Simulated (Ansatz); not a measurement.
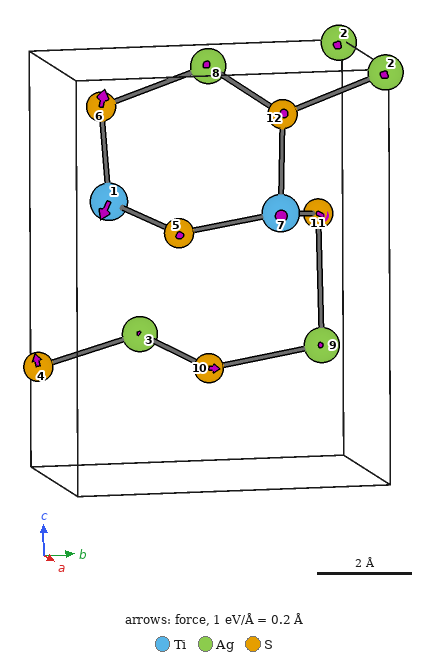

Starting geometry of a crystal of TiAg2S3 (built on the MnCd2Te3-156 type type) with the computed forces as purple arrows. A ball-and-stick model of the cell of the calculation, reduced to other axes, seen slightly off an axis. Lengths and directions refer to the drawn axes.

Case: shaken.

Method: DFT, PBEsol, plane waves, PAW (Ansatz). Set-up: plane-wave cutoff 420 eV; k-point mesh 6 × 6 × 2; occupations fermi dirac; smearing width 0.05 eV; no spin polarisation; cell and atoms relaxed; force threshold 0.01 eV/Å; at most 120 steps.

### What follows when this structure is relaxed?

It isn't relaxed: the largest force vector, on S11, is 3.87 eV/Å. The final displacements have little in common with the starting forces (cosine between the two patterns 0.22). The atom that moves furthest relative to the cell is S11 (0.98 Å roughly along [−3 −1 0]). Largest moves by element: S 0.98 Å, Ti 0.82 Å, Ag 0.72 Å. The drawn cell changes as follows: a 3.997 → 4.116 Å (+3.0 %), b 6.945 → 7.226 Å (+4.1 %), c 9.025 → 8.311 Å (−7.9 %), α 90.3° → 98.7°, β 90.9° → 104.6°, γ 90.4° → 90.6°; the volume changes by −5.7 %. Some distances before and after: Ti1–S4 4.371 → 2.471 Å, Ti7–S10 4.168 → 2.471 Å, Ag3–S11 4.897 → 3.325 Å, S5–Ag9 4.695 → 3.328 Å. New bonds form: Ti1–S4 (4.37 → 2.47 Å), Ti7–S10 (4.17 → 2.47 Å). Bond angles that change, for instance: S5–Ti1–S6 108.8° → 89.7°, Ti1–S6–Ag2 120.5° → 103.9°, Ag2–S4–Ag3 109.8° → 94.6°. The space group stays P1 (No. 1). After 17 accepted moves (19 points after the start) the energy has fallen by 199 meV per atom. The largest force component goes from 3.7 to 0.0055 eV/Å. Pressure: 5.92 GPa at the start and 0.01 GPa at the end. The SCF was repeated twice at an unchanged geometry on a basis and grid sized afresh for the cell, which shifted the energy by 0.4 meV per atom at most. Cost: 2.4 min on 1 × NVIDIA H100 80GB HBM3 with 2 threads of AMD EPYC 7R13 Processor (Zen 3) (shared host), peak memory 1.3 GiB.
